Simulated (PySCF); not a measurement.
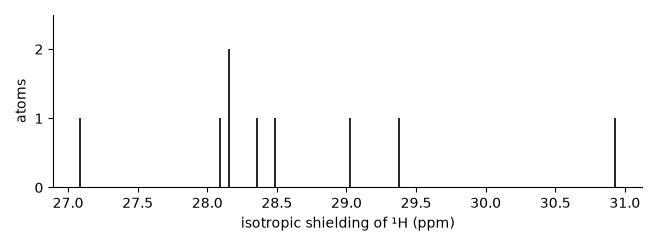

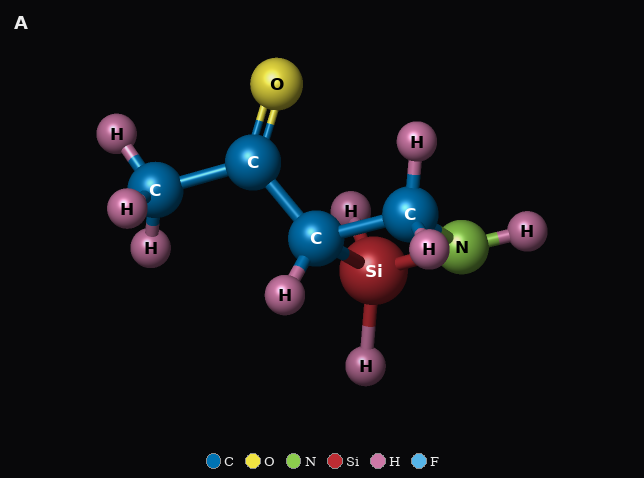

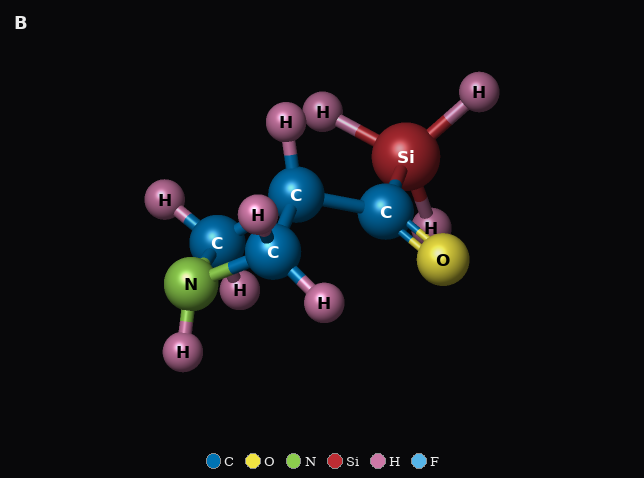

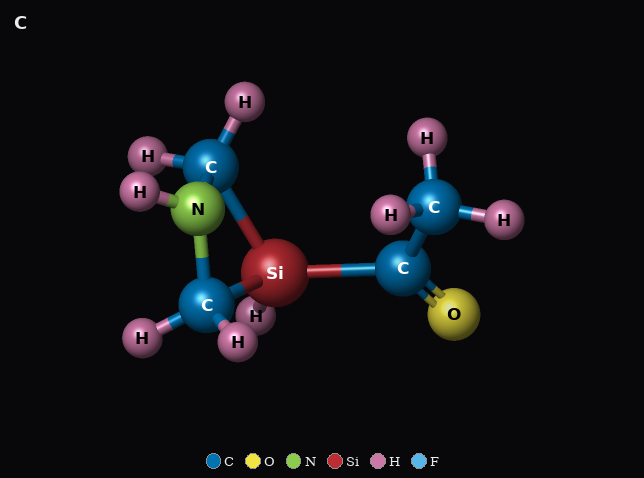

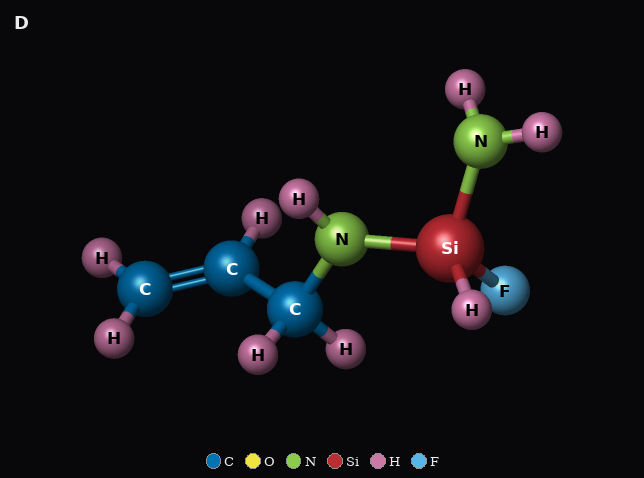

The sticks are computed shieldings of one of the molecules, for one fixed geometry (GFN2-xTB) without averaging over rotations. Low shielding means a high chemical shift. Method: GIAO PBE0/pcSseg-1 NMR shielding, non-relativistic, gas phase (PySCF 2.14.0).

### Which molecule gives this pattern?

C, `CC(=O)[SiH]1CNC1`. Its 9 H atoms give lines at 27.09, 28.09, 28.16 (2 atoms), 28.35, 28.49, 29.03, 29.38, 30.93 ppm.

The geometry is semi-empirical. Around Si such bond lengths and angles can be off by a tenth of an ångström or more and by several degrees, and values that hang on the shape move with them.
